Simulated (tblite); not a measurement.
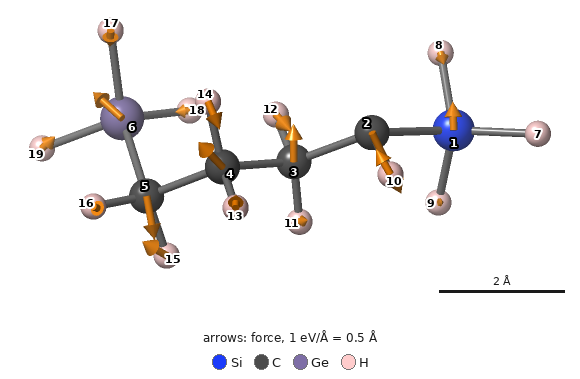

Starting geometry of C4H13GeSi (multiplicity 2) with the computed forces as orange arrows. A ball-and-stick model, seen from a free direction.

Computed with GFN2-xTB geometry optimisation, gas phase in tblite. 

Q: What follows when this structure is relaxed?

A: It isn't relaxed: the largest force vector, on C2, is 2.40 eV/Å. The final displacements have little in common with the starting forces (cosine between the two patterns 0.28). The atom that moves furthest after the best rigid fit is H18 (0.77 Å). Largest moves by element: H 0.77 Å, C 0.33 Å, Si 0.31 Å, Ge 0.27 Å. Some distances before and after: C5–Ge6 1.924 → 1.978 Å, Ge6–H17 1.550 → 1.497 Å, C4–H14 1.128 → 1.094 Å, Si1–C2 1.882 → 1.848 Å. Among the angles between lasting bonds that change: Si1–C2–C3 105.4° → 123.0°, Si1–C2–H10 111.5° → 120.8°, H15–C5–H16 111.9° → 106.6°. After 117 geometry steps the energy has fallen by 0.879 eV.
